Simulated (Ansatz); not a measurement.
Electronic density of states of amorphous Ga$_{24}$O$_{37}$Na$_{2}$, density 4.87 g/cm³, on a 2×2×2 Γ-centred mesh with a Gaussian width of 0.1 eV; energies count from the Fermi level, whose place inside the gap is arbitrary. Cell and mesh are small, so fine structure isn't converged. Computed with PBE, scalar-relativistic without spin-orbit coupling (plane waves to 420 eV, PAW; Ansatz, a first-principles code). Sampling: a 2×2×2 Γ-centred mesh; Fermi-Dirac width 0.02 eV; no spin polarisation. At PBE the levels at the filled edge of the gap are localised (band-tail or defect states), and the nearest spread-out levels lie 1.8 eV apart at the zone centre.

The cell was made by melting and quenching with the CHGNet potential and then relaxed with DFT. O atoms were pushed apart under 1.9 Å during the dynamics, to hinder bonds among them. The hot cell started wider than the set density and was brought back towards it in steps. It is the lowest in DFT energy of 2 quenches. It is a model cell: composition and starting density were chosen by hand, and all elements were melted together. No dispersion term was used. Its density started from a set value of 4.87 and ended at 4.87 g/cm³. Cooling (nominally 220 K/ps over its main leg) ran many orders faster than in experiment, which tends to leave more defects and strain. One small periodic cell is one sample of the glass; other quenches scatter about these values. The volume was held where the preparation left it and the shape relaxed, at a PBE pressure of -1.0 GPa (tension). Stress components on the final sampling reach 1.2 GPa.

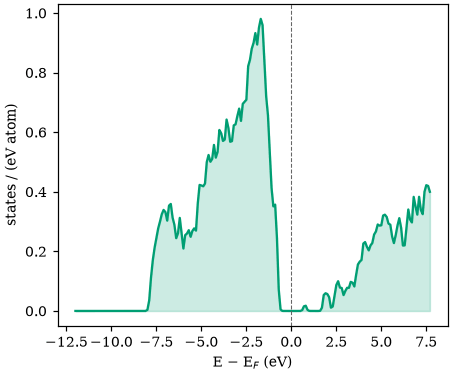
*Density of states per atom*

The level gap on this mesh is 1.53 eV; the broadening fills part of it in the curve.
